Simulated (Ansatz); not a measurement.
CH$_{6}$InNO

Input

```
crystal:
  periodic: [false, false, false]
  atoms:
    - {symbol: N, position_ang: [-1.029386, 0.874163, -0.480797]}
    - {symbol: C, position_ang: [0.283025, 0.403927, -0.164493]}
    - {symbol: O, position_ang: [0.961814, -0.297415, -1.212228]}
    - {symbol: In, position_ang: [0.180201, -1.052538, 1.459329]}
    - {symbol: H, position_ang: [-1.634407, 0.129023, -0.800598]}
    - {symbol: H, position_ang: [-1.037606, 1.615854, -1.174170]}
    - {symbol: H, position_ang: [0.877813, 1.271630, 0.140092]}
    - {symbol: H, position_ang: [1.192305, 0.322192, -1.914484]}
    - {symbol: H, position_ang: [-1.026149, -2.286071, 1.321290]}
    - {symbol: H, position_ang: [1.232390, -0.980767, 2.826047]}
basis:
  gaussian: {orbitals: def2-TZVPP}
hamiltonian: {xc: pbe0, dispersion: d4}
output: {orbitals: {seedname: orbitals}}
```

Launched as:

```sh
ansatz run in.yaml --threads 4 --pin off --events-out ev --progress --plain --max-ram 10444MiB
```

Geometry: PBE0-D4/def2-TZVP; core potentials replace the inner electrons of In.

The calculation used RKS PBE0-D4/def2-TZVPP (Ansatz 0.2.0).

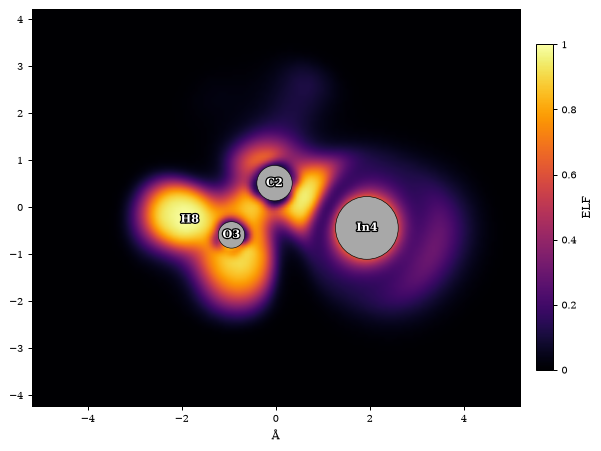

Figure 1. ELF on the plane of atoms O3, C2 and In4. Grey discs cover the atomic cores.

> Describe what can be read from this map.

- Atoms in the plane: C, O, In and H.
- C–O (1.43 Å): the ELF peaks at about 0.85 between the atoms: a shared but strongly polarised pair.
- C–In (2.18 Å): the ELF peaks at about 0.95 in the valence shell of C, 0.7 Å from its nucleus, and drops to about 0.20 between the two atoms.
- O–H (0.96 Å): the ELF climbs to about 1 towards the hydrogen, as it does in any bond to H (a covalent bond by its length).
- The ELF also peaks beside O3, away from the bonds: lone-pair regions.

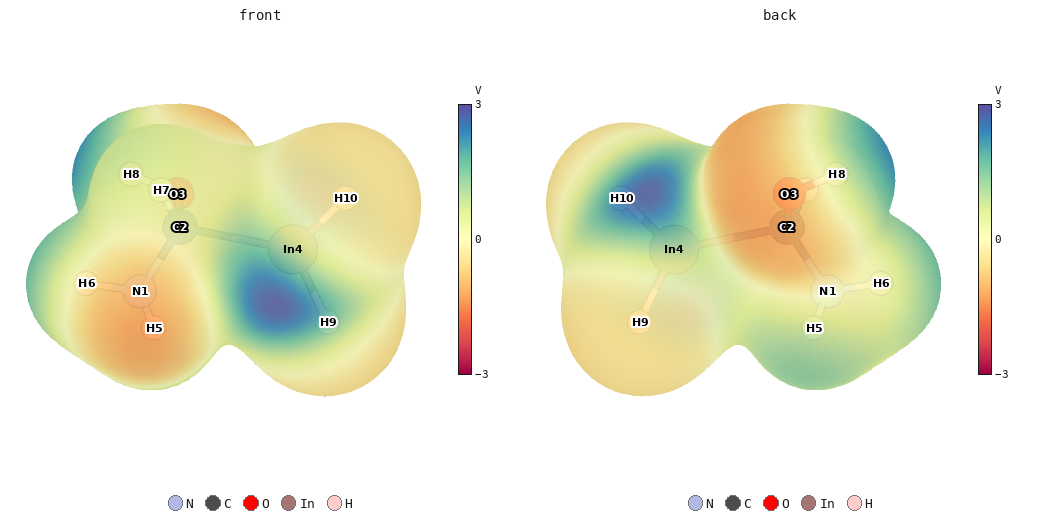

Figure 2. The electrostatic potential painted on the density surface at 0.002 e/bohr³, seen from the front and from behind; the colour scale runs from red (negative) to blue (positive).

> Which sites attract a positive test charge, and which a negative one?

A positive charge is drawn to the negative regions and a negative charge to the positive ones. The most negative region (about −1.3 V, or −30 kcal/mol for a unit charge) lies over N1 and O3, the most positive (about +2.7 V, or +62 kcal/mol for a unit charge) over In4.

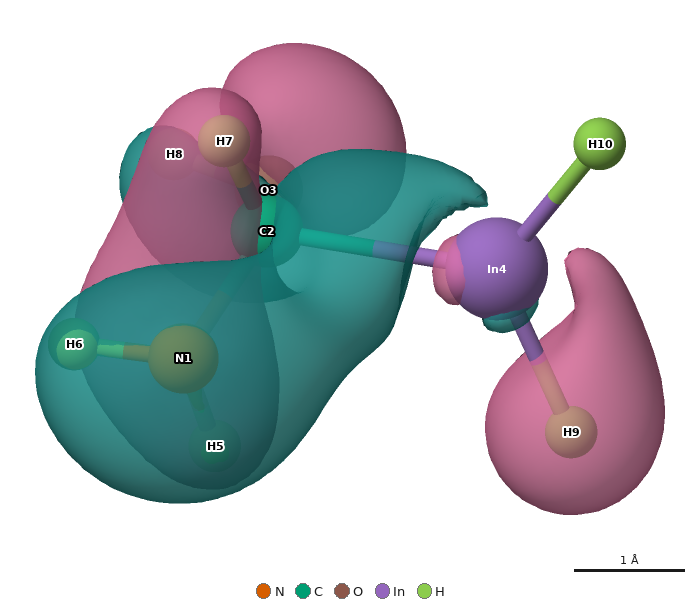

Figure 3. The HOMO−1 at ±0.08 Å⁻³ᐟ² (teal and pink are the two phases), seen at a tilt.

> Where does this orbital lie, and at what energy?

It lies mainly on N1 (about 40 %), O3 (about 25 %), C2 (about 15 %) and In4 (about 10 %). Its energy is −7.60 eV.
